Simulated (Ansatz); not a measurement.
# C4H10S (SMILES CC(C)(C)S) at 6 levels

Aim: a comparison of 6 runs (HF/6-31G*, BHLYP/6-31G*, CAM-B3LYP/6-31G*, r2SCAN/6-31G*, wB97M-V/6-31G*, RPA@PBE/6-31G*) of C4H10S. 

Program for the calculation: Ansatz 0.2.0.

54 further runs of the same task are left out: 54 set aside as unsound or not needed. Runs told in other sessions of the task aren't counted.

## Step 1: The structure to begin with

C4H10S has 15 atoms, charge 0, and is taken as a singlet. As SMILES, `CC(C)(C)S`. The C3–H10 distance was set to 1.638 Å, away from the relaxed value. At this shape a bond of the SMILES string is far longer than usual.

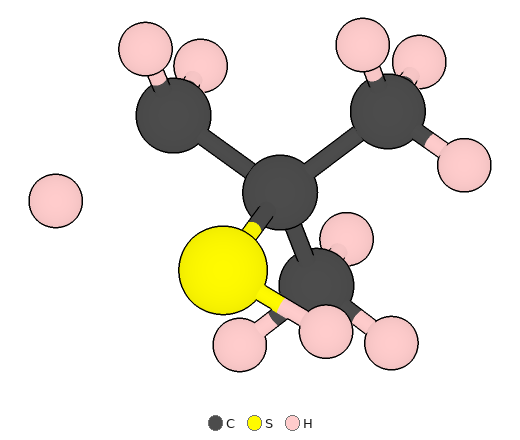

Viewed from a chosen angle; carbon dark grey, sulfur yellow, hydrogen pink.

## Step 2: A single-point energy at HF/6-31G(d) (spherical functions) (run 1)

File in.yaml:

```yaml
crystal:
  periodic: [false, false, false]
  atoms:
    - {symbol: C, position_ang: [-1.805367, 0.301148, 0.749271]}
    - {symbol: C, position_ang: [-0.393257, 0.209778, 0.190401]}
    - {symbol: C, position_ang: [0.554373, -0.365102, 1.235921]}
    - {symbol: C, position_ang: [-0.368037, -0.640272, -1.071139]}
    - {symbol: S, position_ang: [0.253073, 1.890568, -0.168529]}
    - {symbol: H, position_ang: [-1.831727, 0.919118, 1.648121]}
    - {symbol: H, position_ang: [-2.491767, 0.734588, 0.018091]}
    - {symbol: H, position_ang: [-2.173017, -0.698632, 1.003741]}
    - {symbol: H, position_ang: [0.559143, 0.243418, 2.142911]}
    - {symbol: H, position_ang: [2.086870, -0.453240, 0.663460]}
    - {symbol: H, position_ang: [0.232713, -1.374902, 1.505011]}
    - {symbol: H, position_ang: [-0.711977, -1.655372, -0.845889]}
    - {symbol: H, position_ang: [0.640443, -0.699682, -1.483389]}
    - {symbol: H, position_ang: [-1.025737, -0.226262, -1.839049]}
    - {symbol: H, position_ang: [-0.677027, 2.226138, -1.077579]}
basis:
  gaussian:
    orbitals: 6-31G_st_-spherical.json
output: {orbitals: {seedname: orbitals}}
hamiltonian:
  xc: hf
accuracy: high
```

The basis set 6-31G* is read from a file made from the Basis Set Exchange's data (not shown).

The run is started by

```
$ ansatz run in.yaml --threads 1 --pin off --max-ram 3480MiB --events-out events.jsonl --progress --plain --runs-dir runs
```

Output:

```text
Warning: RAYON_NUM_THREADS=1 ignored (pool sized by the plan → 1); use --threads N
Functional definition: HF
  name "HF"
  exchange = exact_x
  correlation = 0
2412 factors; integrals over basis functions are off by at most 3.7e-9 eV
mean field evaluation 1: about -15091.9254 eV, gradient 2.8e1 eV
mean field evaluation 2: about -15091.9251 eV, gradient 2.8e1 eV
mean field evaluation 4: about -15094.6068 eV, gradient 3.1e0 eV
mean field evaluation 8: about -15094.6423 eV, gradient 2.2e-4 eV
mean field -15094.64234049 eV, -554.7178744969 hartree, gradient 2.7e-8 eV, S^2 0.000000; 0 other end points of the search recorded, 0 dependent functions left out
reference -15094.64234049 eV, -554.7178744969 hartree; 25, 25 occupied and 69, 69 virtual orbitals, 2412 factors
Total energy: -15094.64234049 eV, -554.7178744969 hartree
```

Run time: 4.8 s. Hardware: 1 thread of Arm Neoverse V1, shared host; peak memory 0.31 GiB.

## Step 3: A single-point energy at BHLYP/6-31G(d) (spherical functions) (run 2)

File job.yaml:

```yaml
basis:
  gaussian:
    orbitals: 6-31G_st_-spherical.json
crystal:
  periodic: [false, false, false]
  atoms:
    - {symbol: C, position_ang: [-1.805367, 0.301148, 0.749271]}
    - {symbol: C, position_ang: [-0.393257, 0.209778, 0.190401]}
    - {symbol: C, position_ang: [0.554373, -0.365102, 1.235921]}
    - {symbol: C, position_ang: [-0.368037, -0.640272, -1.071139]}
    - {symbol: S, position_ang: [0.253073, 1.890568, -0.168529]}
    - {symbol: H, position_ang: [-1.831727, 0.919118, 1.648121]}
    - {symbol: H, position_ang: [-2.491767, 0.734588, 0.018091]}
    - {symbol: H, position_ang: [-2.173017, -0.698632, 1.003741]}
    - {symbol: H, position_ang: [0.559143, 0.243418, 2.142911]}
    - {symbol: H, position_ang: [2.086870, -0.453240, 0.663460]}
    - {symbol: H, position_ang: [0.232713, -1.374902, 1.505011]}
    - {symbol: H, position_ang: [-0.711977, -1.655372, -0.845889]}
    - {symbol: H, position_ang: [0.640443, -0.699682, -1.483389]}
    - {symbol: H, position_ang: [-1.025737, -0.226262, -1.839049]}
    - {symbol: H, position_ang: [-0.677027, 2.226138, -1.077579]}
hamiltonian:
  xc: {name: BHLYP}
accuracy: high
output:
  orbitals: {seedname: orbitals}
```

The basis set 6-31G* is read from a file made from the Basis Set Exchange's data (not shown).

The run is started by

```
$ ansatz run job.yaml --threads 1 --pin off --max-ram 3480MiB --events-out events.jsonl --progress --plain --runs-dir runs
```

Output:

```text
Warning: RAYON_NUM_THREADS=1 ignored (pool sized by the plan → 1); use --threads N
Functional definition: BHLYP
  name "BHLYP"
  parameter a = 0.5
  exchange = (1 - a)*b88_x + a*exact_x
  correlation = lyp_c
2412 factors; integrals over basis functions are off by at most 3.7e-9 eV
mean field evaluation 1: about -15136.8386 eV, gradient 4.1e1 eV
mean field evaluation 2: about -15137.6683 eV, gradient 3.7e1 eV
mean field evaluation 4: about -15141.1800 eV, gradient 1.8e0 eV
mean field evaluation 8: about -15141.1785 eV, gradient 5.9e-2 eV
mean field evaluation 16: about -15141.1785 eV, gradient 9.0e-6 eV
mean field -15141.17852162 eV, -556.4280476102 hartree, gradient 4.9e-8 eV, S^2 0.000000; 0 other end points of the search recorded, 0 dependent functions left out
reference -15141.17854902 eV, -556.4280486170 hartree; 25, 25 occupied and 69, 69 virtual orbitals, 2412 factors
Total energy: -15141.17854902 eV, -556.4280486170 hartree
```

It took 12 s on 1 thread of Arm Neoverse V1, shared host; peak memory 0.38 GiB.

Runs 3 to 5 aren't shown in full; the table further down has their settings and results.

## Step 4: A single-point energy at RPA@PBE/6-31G(d) (spherical functions) (run 6)

File in.yaml:

```yaml
basis:
  gaussian:
    orbitals: 6-31G_st_-spherical.json
crystal:
  periodic: [false, false, false]
  atoms:
    - symbol: C
      position_ang: [-1.805367, 0.301148, 0.749271]
    - symbol: C
      position_ang: [-0.393257, 0.209778, 0.190401]
    - symbol: C
      position_ang: [0.554373, -0.365102, 1.235921]
    - symbol: C
      position_ang: [-0.368037, -0.640272, -1.071139]
    - symbol: S
      position_ang: [0.253073, 1.890568, -0.168529]
    - symbol: H
      position_ang: [-1.831727, 0.919118, 1.648121]
    - symbol: H
      position_ang: [-2.491767, 0.734588, 0.018091]
    - symbol: H
      position_ang: [-2.173017, -0.698632, 1.003741]
    - symbol: H
      position_ang: [0.559143, 0.243418, 2.142911]
    - symbol: H
      position_ang: [2.086870, -0.453240, 0.663460]
    - symbol: H
      position_ang: [0.232713, -1.374902, 1.505011]
    - symbol: H
      position_ang: [-0.711977, -1.655372, -0.845889]
    - symbol: H
      position_ang: [0.640443, -0.699682, -1.483389]
    - symbol: H
      position_ang: [-1.025737, -0.226262, -1.839049]
    - symbol: H
      position_ang: [-0.677027, 2.226138, -1.077579]
hamiltonian:
  xc: pbe
correlation:
  method: rpa
  frozen_orbitals: {C: 1, H: 0, S: 5}
accuracy: high
```

The basis set 6-31G* is read from a file made from the Basis Set Exchange's data (not shown).

The run is started by

```
$ ansatz run in.yaml --threads 1 --pin off --max-ram 3480MiB --events-out events.jsonl --progress --plain --runs-dir runs
```

Output:

```text
Warning: RAYON_NUM_THREADS=1 ignored (pool sized by the plan → 1); use --threads N
Functional definition: PBE
  name "PBE"
  parameter kappa = 0.804
  parameter beta = 0.06672455060314922
  exchange = pbe_x(kappa = kappa, mu = beta*pi^2/3)
  correlation = pbe_c(beta = beta)
2412 factors; integrals over basis functions are off by at most 3.7e-9 eV
mean field evaluation 1: about -15121.3749 eV, gradient 6.8e1 eV
mean field evaluation 2: about -15121.3521 eV, gradient 6.8e1 eV
mean field evaluation 4: about -15132.3791 eV, gradient 1.9e1 eV
mean field evaluation 8: about -15133.3033 eV, gradient 3.4e-1 eV
mean field evaluation 16: about -15133.3036 eV, gradient 4.0e-5 eV
mean field -15133.30362860 eV, -556.1386506293 hartree, gradient 3.4e-8 eV, S^2 0.000000; 0 other end points of the search recorded, 0 dependent functions left out
9 core orbitals not correlated: weight in the atoms' cores, before any rotation towards them, 1.000 or more for the frozen orbitals, at most 0.000 for the correlated occupied ones
reference -15093.72681757 eV, -554.6842296500 hartree; 16, 16 occupied and 69, 69 virtual orbitals, 2412 factors
Total energy: -15123.55035071 eV, -555.7802242780 hartree
```

Run time: 20 s. Hardware: 1 thread of Arm Neoverse V1, shared host; peak memory 0.42 GiB.

## Step 5: All runs side by side

```csv
run,level,frozen core orbitals,energy (Eh),HOMO energy (eV),LUMO energy (eV),HOMO–LUMO gap (eV),wall time
1,HF/6-31G* (spherical functions),–,-554.717874,-9.57,4.01,13.58,4.8 s
2,BHLYP/6-31G* (spherical functions),–,-556.428049,-7.73,1.28,9.01,12 s
3,CAM-B3LYP/6-31G* (spherical functions),–,-556.447312,-7.93,1.37,9.30,14 s
4,r2SCAN/6-31G* (spherical functions),–,-556.409408,-5.61,-0.67,4.93,21 s
5,wB97M-V/6-31G* (spherical functions),–,-556.417963,-8.82,2.26,11.08,2.2 min
6,RPA@PBE/6-31G* (spherical functions),9,-555.780224,–,–,–,20 s
```

## Step 6: Summary of results

| quantity | value |
| --- | --- |
| run 6: total energy | -555.78022 Eh |
| run 6: RPA correlation energy (valence) | -1096.0 mEh |

What this shows: Over runs 1, 2, 3, 4, 5 the HOMO–LUMO gap runs from 4.93 eV (r2SCAN/6-31G*) to 13.58 eV (HF/6-31G*). Exact exchange widens orbital gaps. Totals of different functionals can't be ranked against each other. In runs 1, 2, 3, 4, 5 a closed-shell determinant meets a far-stretched bond; if it breaks into open shells, such a determinant describes it badly, and no broken-symmetry solution was shown. All runs together took 3.4 min, the longest 2.2 min.
